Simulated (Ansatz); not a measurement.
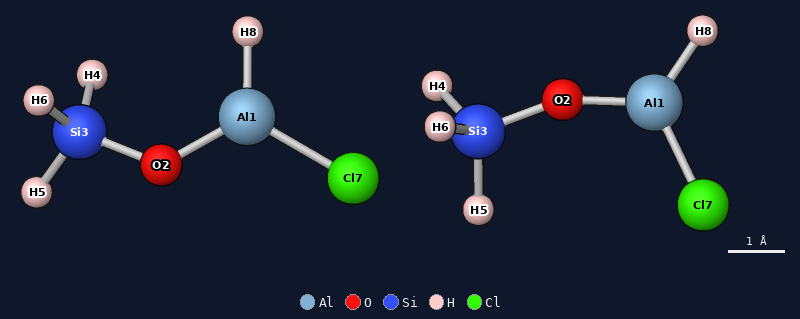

Two geometries of AlSiH4OCl, drawn at one scale. One is the start of a relaxation, the other its converged end. A ball-and-stick model, seen face on.

These are results of RKS r2SCAN-D4/def2-mTZVP in Ansatz, not measurements. Set-up: no spin polarisation; force threshold 0.02 eV/Å; at most 40 steps.

Question: Which one is relaxed?

Answer: The right one is the relaxed one. The run prepares the start of a later molecular dynamics calculation, from a guessed geometry. Over 18 accepted moves (20 points after the start) the energy falls by 8.65 kcal/mol. The largest force component goes from 1.7 to 0.012 eV/Å. The line search rejected the trial steps at points 8, 18 of the run. The forces were under the threshold at step 7, but the run went on from there. O2 moves most after the best rigid fit: 1.26 Å. Largest moves by element: O 1.26 Å, Cl 1.04 Å, H 1.02 Å, Al 0.29 Å, Si 0.05 Å. Among the contacts that change: Al1–Cl7 2.230 → 2.097 Å, Al1–O2 1.780 → 1.679 Å, O2–Si3 1.680 → 1.642 Å, Si3–H4 1.460 → 1.486 Å. Bond angles that change, for instance: Al1–O2–Si3 125.0° → 157.2°. Groups turn about O2–Si3 by about 170°, Al1–O2 by about 165°.
